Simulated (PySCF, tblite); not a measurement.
**C₃H₈NOSi₂ radical: geometry, infrared bands and EPR parameters**

Aim: predict the infrared bands and EPR parameters of C₃H₈NOSi₂ radical (`C=N[Si]1CC[SiH2]O1`).

Programs: tblite 0.8.0 and PySCF 2.14.0, with density-fitted response routines of our own. Each step states its level of theory. These are calculated values for one molecule in the gas phase, unless marked as measured. Atoms count from 0, in the outputs and in this text.

## Step 1: The molecule as given

15 atoms, charge 0, multiplicity 2; geometry from: force field or distance geometry start.

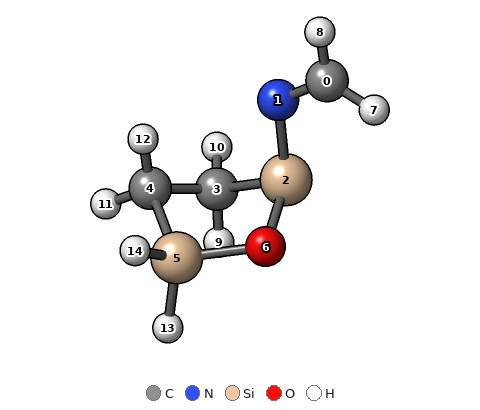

The starting geometry (carbon grey, nitrogen blue, silicon light orange, oxygen red, hydrogen white), atoms numbered; sticks join atoms by distance.

## Step 2: Geometry optimisation with GFN2-xTB

What the job is given:

```
{"job": {"kind": "relax", "xc": "GFN2-xTB", "basis": "xTB"}, "charge": 0, "multiplicity": 2}
C      3.002000     0.541500     0.016900
N      1.732300     0.780400     0.063200
Si     0.659400     0.172900    -1.217500
C     -1.063200     0.873400    -1.079300
C     -1.478900     0.343700     0.311900
Si    -1.054500    -1.473400     0.051000
O      0.381200    -1.487800    -0.911500
H      3.470600    -0.004000    -0.780700
H      3.615500     0.920500     0.819200
H     -1.735400     0.369700    -1.800100
H     -1.102700     1.965600    -1.140400
H     -2.557500     0.520700     0.432300
H     -0.848200     0.716500     1.133800
H     -2.118800    -2.114200    -0.763000
H     -0.906300    -2.117600     1.336700
```

Command:

```sh
OMP_NUM_THREADS=1 python probes_run.py task.json out
```

One launch serves the whole session: the jobs run in the order shown.

Log:

```text
step      E/eV     max force
  0    -569.53441    2.561
  1    -569.74759    1.827
  2    -569.89596    0.948
  3    -569.95588    0.941
  4    -570.03298    0.525
  5    -570.05742    0.459
  6    -570.10076    0.418
  7    -570.12518    0.449
  8    -570.15125    0.452
  9    -570.17110    0.400
 10    -570.18982    0.331
 11    -570.20393    0.336
 12    -570.21589    0.272
 13    -570.22673    0.257
 14    -570.23691    0.237
 15    -570.24853    0.307
 16    -570.26264    0.322
 17    -570.27725    0.312
 18    -570.29015    0.269
 19    -570.30267    0.313
 20    -570.31785    0.386
 21    -570.33796    0.422
 22    -570.36031    0.431
 23    -570.37840    0.349
 24    -570.39285    0.407
 25    -570.40678    0.366
 26    -570.42083    0.366
 27    -570.43082    0.367
 28    -570.41777    0.803
 29    -570.44284    0.241
 30    -570.44729    0.218
 31    -570.45992    0.222
 32    -570.46610    0.186
 33    -570.47274    0.184
 34    -570.47741    0.172
 35    -570.48179    0.172
 36    -570.48705    0.221
 37    -570.49151    0.159
 38    -570.49481    0.129
 39    -570.49684    0.126
 40    -570.50016    0.120
 41    -570.50352    0.116
 42    -570.50721    0.180
 43    -570.51012    0.176
 44    -570.51344    0.158
 45    -570.51732    0.158
 46    -570.52520    0.219
 47    -570.52988    0.155
 48    -570.53356    0.110
 49    -570.53551    0.110
 50    -570.53707    0.174
 51    -570.53903    0.119
 52    -570.54152    0.085
 53    -570.54313    0.079
 54    -570.54467    0.083
 55    -570.54578    0.095
 56    -570.54689    0.080
 57    -570.54790    0.070
 58    -570.54869    0.052
 59    -570.54927    0.062
 60    -570.54976    0.063
 61    -570.55020    0.055
 62    -570.55062    0.045
 63    -570.55102    0.057
 64    -570.55147    0.070
 65    -570.55202    0.059
 66    -570.55261    0.053
 67    -570.55312    0.061
 68    -570.55364    0.060
 69    -570.55445    0.072
 70    -570.55592    0.097
 71    -570.55765    0.107
 72    -570.55876    0.065
 73    -570.55923    0.063
 74    -570.55952    0.058
 75    -570.56000    0.050
 76    -570.56093    0.096
 77    -570.56244    0.122
 78    -570.56408    0.125
 79    -570.56523    0.069
 80    -570.56588    0.059
 81    -570.56636    0.054
 82    -570.56715    0.057
 83    -570.56800    0.065
 84    -570.56868    0.079
 85    -570.56921    0.067
 86    -570.56969    0.062
 87    -570.57018    0.055
 88    -570.57094    0.080
 89    -570.57165    0.093
 90    -570.57223    0.052
 91    -570.57253    0.040
 92    -570.57264    0.030
 93    -570.57271    0.025
 94    -570.57282    0.023
 95    -570.57295    0.026
 96    -570.57308    0.029
 97    -570.57318    0.025
 98    -570.57327    0.026
 99    -570.57338    0.030
100    -570.57348    0.029
101    -570.57358    0.020
102    -570.57364    0.017
103    -570.57367    0.012
104    -570.57370    0.012
105    -570.57372    0.010
106    -570.57374    0.007
```

Run time: 0.83 s. Hardware: 1 thread of Arm Neoverse V1, shared host.

Relaxation path: (not every step is listed)

| step | energy from step 0 (eV) | largest force (eV/Å) |
| --- | --- | --- |
| 0 | 0.0000 | 2.5609 |
| 1 | -0.2132 | 1.8269 |
| 2 | -0.3615 | 0.9478 |
| 3 | -0.4215 | 0.9413 |
| 4 | -0.4986 | 0.5253 |
| 5 | -0.5230 | 0.4589 |
| 6 | -0.5664 | 0.4181 |
| 7 | -0.5908 | 0.4486 |
| 8 | -0.6168 | 0.4523 |
| 17 | -0.7428 | 0.3119 |
| 26 | -0.8864 | 0.3655 |
| 35 | -0.9474 | 0.1724 |
| 44 | -0.9790 | 0.1585 |
| 53 | -1.0087 | 0.0790 |
| 62 | -1.0162 | 0.0446 |
| 71 | -1.0232 | 0.1071 |
| 80 | -1.0315 | 0.0593 |
| 89 | -1.0372 | 0.0931 |
| 98 | -1.0389 | 0.0265 |
| 101 | -1.0392 | 0.0197 |
| 102 | -1.0392 | 0.0168 |
| 103 | -1.0393 | 0.0124 |
| 104 | -1.0393 | 0.0120 |
| 105 | -1.0393 | 0.0102 |
| 106 | -1.0393 | 0.0071 |

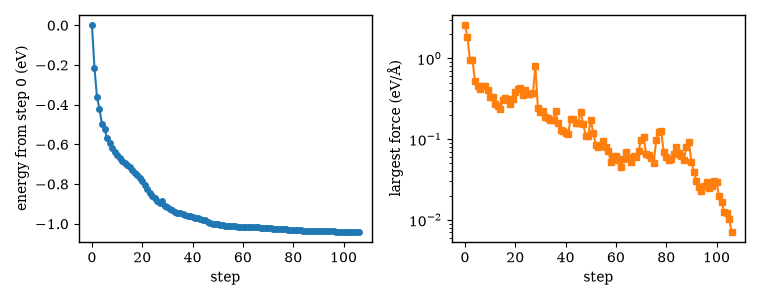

Energy and largest force along the relaxation.

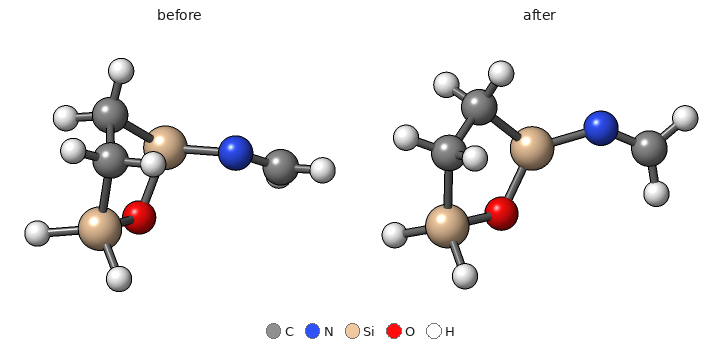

Before and after, at one scale.

Close pairs (by a distance rule), those that changed most:

```
   bond  before (Å)  after (Å)  change (Å)
 N1–Si2       1.778      1.647      -0.130
 Si5–O6       1.729      1.646      -0.083
 Si2–O6       1.711      1.645      -0.067
 Si2–C3       1.865      1.898      +0.033
 C4–Si5       1.884      1.915      +0.030
Si5–H13       1.485      1.460      -0.025
  C3–H9       1.107      1.091      -0.016
Si5–H14       1.446      1.456      +0.011
```

The end geometry stands in the next job.

## Step 3: Vibrational analysis with GFN2-xTB

What the job is given:

```
{"job": {"kind": "ir", "xc": "GFN2-xTB", "basis": "xTB"}, "charge": 0, "multiplicity": 2}
C      3.377211     0.642128    -0.320922
N      2.123982     0.915948    -0.532107
Si     0.714326     0.107756    -0.803512
C     -0.964176     0.991806    -0.752339
C     -1.876431     0.167264     0.170239
Si    -1.307717    -1.659928     0.112633
O      0.236943    -1.413381    -0.399801
H      3.753049    -0.332025    -0.037820
H      4.080462     1.455708    -0.403693
H     -1.396684     1.028897    -1.752909
H     -0.874187     2.021430    -0.412686
H     -2.923741     0.307164    -0.096739
H     -1.769034     0.535355     1.193281
H     -1.971109    -2.463382    -0.909744
H     -1.207310    -2.296748     1.418551
```

Log:

```text
mode    cm-1     km/mol
  1      45.9      4.45
  2      93.7      2.74
  3     133.2      1.30
  4     157.1      3.30
  5     195.1     23.20
  6     290.8     18.79
  7     356.3     23.77
  8     392.5      0.82
  9     406.8     22.00
 10     479.5     34.67
 11     571.3     51.07
 12     616.2     63.96
 13     671.1     37.39
 14     683.2     42.55
 15     718.4     28.80
 16     762.0    332.78
 17     769.3    109.83
 18     789.3    223.11
 19     815.3     64.70
 20     862.0    256.54
 21     991.7    244.73
 22    1036.0      5.58
 23    1063.7     16.32
 24    1101.5     35.00
 25    1140.6      1.44
 26    1259.0      2.51
 27    1271.7      3.03
 28    1418.1     19.56
 29    1473.4    128.95
 30    1478.0      6.61
 31    1494.0      3.69
 32    2289.4    383.37
 33    2323.9    249.52
 34    2958.6     22.48
 35    2978.9     37.43
 36    2993.0     48.84
 37    3008.3     46.73
 38    3013.4     25.19
 39    3068.2     26.75
```

Wall time 0.57 s (1 thread of Arm Neoverse V1, shared host).

The strongest bands and the atoms that carry them (share of the mass-weighted mode):

```csv
cm⁻¹,km/mol,atoms
762,332.8,"Si5 23 %, H13 23 %, H14 21 %, C4 10 %"
769,109.8,"C3 22 %, Si2 17 %, O6 13 %"
789,223.1,"H14 26 %, H13 24 %, H10 11 %, C3 10 %"
862,256.5,"O6 60 %, Si5 11 %"
992,244.7,"Si2 44 %, C0 17 %, H8 13 %, O6 12 %"
1473,128.9,"N1 43 %, C0 39 %"
2289,383.4,H13 90 %
2324,249.5,H14 91 %
```

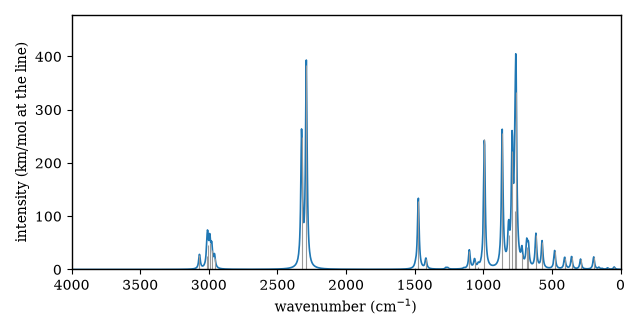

The infrared spectrum from these modes, unscaled. Lines are broadened to a width of 14 cm⁻¹ (Lorentzian).

## Step 4: g tensor and hyperfine couplings: B3LYP/pcH-1

Settings changed since step 3:

```diff
@@ -1,2 +1,2 @@
-{"job": {"kind": "ir", "xc": "GFN2-xTB", "basis": "xTB"}, "charge": 0, "multiplicity": 2}
+{"job": {"kind": "epr", "basis": "pcH-1"}, "charge": 0, "multiplicity": 2}
 C      3.377211     0.642128    -0.320922
```

With the program's defaults for keys left out, this is: UKS B3LYP, pcH-1 on C H N O Si, non-relativistic, mean-field spin-orbit, GIAO.

Log:

```text
UKS, coarse grid
  cycle   1  E = -827.97614050  |g| = 6.93e-01
  cycle   2  E = -827.61917811  |g| = 1.18e+00
  cycle   3  E = -828.15190407  |g| = 1.23e-01
  cycle   4  E = -828.15672633  |g| = 6.64e-02
  cycle   5  E = -828.15884034  |g| = 1.88e-02
  cycle   6  E = -828.15899230  |g| = 8.71e-03
  cycle   7  E = -828.15904139  |g| = 2.83e-03
  cycle   8  E = -828.15905025  |g| = 1.64e-03
  cycle   9  E = -828.15905195  |g| = 7.66e-04
UKS, final grid
  cycle   1  E = -828.15898942  |g| = 1.32e-03
  cycle   2  E = -828.15898729  |g| = 2.50e-03
  cycle   3  E = -828.15899030  |g| = 1.35e-04
  cycle   4  E = -828.15899031  |g| = 6.20e-05
  cycle   5  E = -828.15899031  |g| = 4.40e-05
  cycle   6  E = -828.15899031  |g| = 1.28e-05
E = -828.15899031 Eh   <S^2> = 0.7671 (exact 0.7500)
g shifts (ppm)      1          2          3
  rmc          -150       -150       -150
  gc             27         45         50
  oz_so        -401       -262        973
  total        -524       -367        873
hyperfine (MHz)  atom isotope    a_iso     a_fc   dipolar eigenvalues
    0   13C      43.90      43.98    -40.49    -38.50     78.99
    1   14N       6.23       6.23    -10.86      3.48      7.38
    2  29Si    -360.41    -361.24   -123.11     59.88     63.23
    3   13C      16.20      16.19     -2.28     -1.77      4.05
    4   13C       9.22       9.22     -0.93     -0.64      1.58
    5  29Si     -15.35     -15.37     -2.49      1.14      1.35
    6   17O     -38.60     -38.57    -16.10      7.49      8.61
    7    1H     -32.38     -32.38    -16.95     -0.93     17.87
    8    1H     -33.03     -33.03    -18.98     -0.38     19.36
    9    1H      20.85      20.85     -3.38     -2.43      5.81
   10    1H       9.67       9.67     -2.20     -1.11      3.31
   11    1H       1.50       1.50     -1.05     -0.75      1.80
   12    1H      -0.39      -0.39     -1.25     -0.96      2.21
   13    1H      -0.90      -0.90     -1.06     -0.92      1.97
   14    1H       3.14       3.14     -1.01     -0.80      1.81
```

Run time: 1.8 min. Hardware: 1 thread of Arm Neoverse V1, shared host; peak memory 0.96 GiB.

Principal g values 2.00180, 2.00195, 2.00319; g(iso) = 2.00231, against 2.00232 for a free electron.

Hyperfine couplings; where a row names several nuclei, a(iso) is their mean (it holds for fast rotation or exchange) and the dipolar term the largest among them:

```csv
nuclei,isotope,a(iso) (MHz),"a(iso) (G, at g = 2.0023)",largest dipolar term (MHz)
Si2,29Si,-360.4,-128.6,-123.1
C0,13C,43.9,15.7,79.0
O6,17O,-38.6,-13.8,-16.1
H8,1H,-33.0,-11.8,19.4
H7,1H,-32.4,-11.6,17.9
C3,13C,16.2,5.8,4.1
Si5,29Si,-15.4,-5.5,-2.5
"H9, H10",1H,15.3,5.4,5.8
C4,13C,9.2,3.3,1.6
N1,14N,6.2,2.2,-10.9
"H13, H14",1H,1.1,0.4,2.0
"H11, H12",1H,0.6,0.2,2.2
```

Mulliken spin populations:

C0 0.49; N1 -0.13; Si2 0.66; C3 -0.02; C4 0.01; Si5 0.00; O6 0.03; H7 -0.02; H8 -0.03; H9 0.00; H10 0.00; H11 0.00; H12 0.00; H13 0.00; H14 0.00

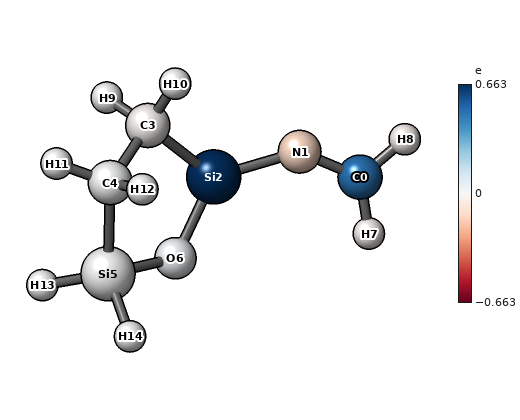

Mulliken spin populations, as colours on the atoms.

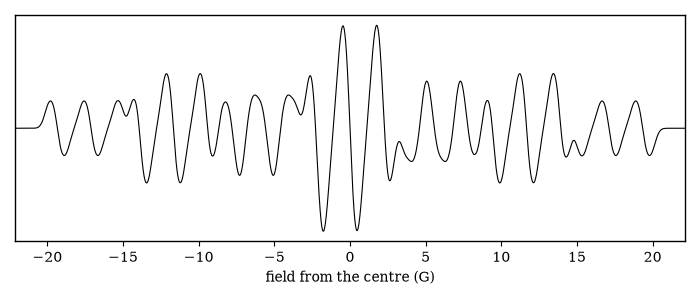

First-order isotropic spectrum (first derivative, main isotopes with spin only, couplings over 0.8 MHz, Gaussian width 0.3 G; couplings of the frozen geometry, rotation of groups not averaged beyond the rows shown).

The fields below are evaluated on a grid from the run's orbitals.

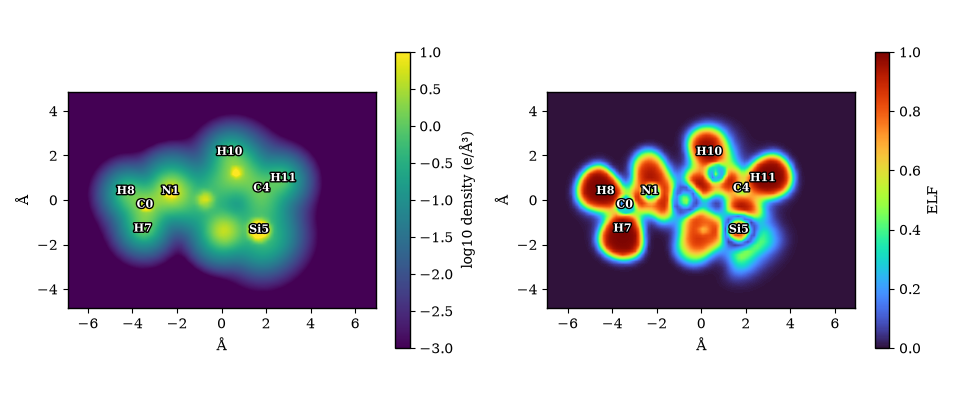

Density (left) and ELF (right) in a plane through or near 8 of the atoms.

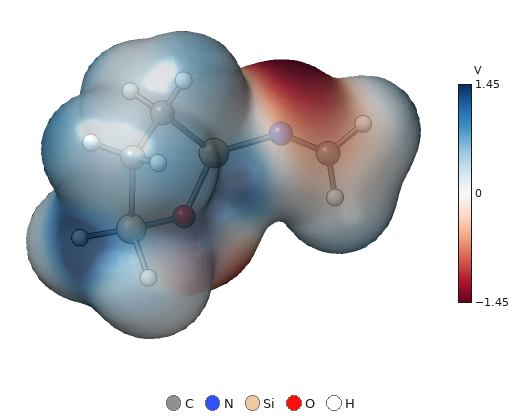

Electrostatic potential on the surface of density 0.002 e/bohr³; red is low, blue high. It runs from -1.35 V near N1 to 1.45 V near H14.

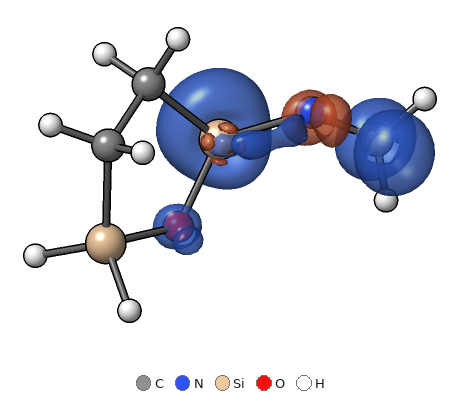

Spin density at ±0.04 e/Å³ (alpha excess blue, beta excess red).

## Step 5: Results

| quantity | value |
| --- | --- |
| strongest single infrared mode (GFN2-xTB) | 2289 cm⁻¹, 383 km/mol |
| zero-point energy (GFN2-xTB) | 66.0 kcal/mol |
| g(iso) (B3LYP) | 2.00231 |
| ⟨S²⟩ | 0.767 (exact 0.75) |
| largest a(iso) (averaged by class) | 29Si on Si2, -360.4 MHz |
| potential on the surface of density 0.002 e/bohr³, 1st and 99th percentile | -1.35 V and 1.45 V |

What this shows: The optimisation took 106 steps and gained 1.039 eV; among the close pairs (by a distance rule), N1–Si2 changed most, from 1.778 to 1.647 Å. All 39 modes are real, so the xTB geometry is a minimum. The strongest single mode, at 2289 cm⁻¹, moves mainly H13. GFN2-xTB is a fitted tight-binding method: band positions and strengths are rough. Its intensities can rank the bands wrongly. The largest spin populations lie on Si2 (0.66 e), C0 (0.49 e). The isotropic g lies 0.0 ppt below the free-electron value. The conformer search found further structures of the same energy, which may be mirror or relabelled copies of this one.
